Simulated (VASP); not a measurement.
Band structure of Co (hcp). Method: MS2 meta-GGA, VASP's PBE PAW potentials (set 64) (plane waves; VASP).

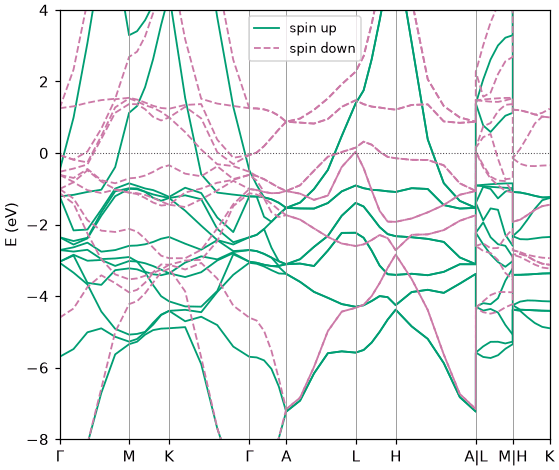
Fig. 1. Bands along high-symmetry lines, zero at the valence-band maximum or, without a gap, the Fermi level

### Question
Read the plot: is there a gap, and where are the band edges?

### Answer
It has no gap at this level: it comes out as a metal or semimetal.

The compound is Co in the hcp structure. It was relaxed first, which changed the volume by -7 %.
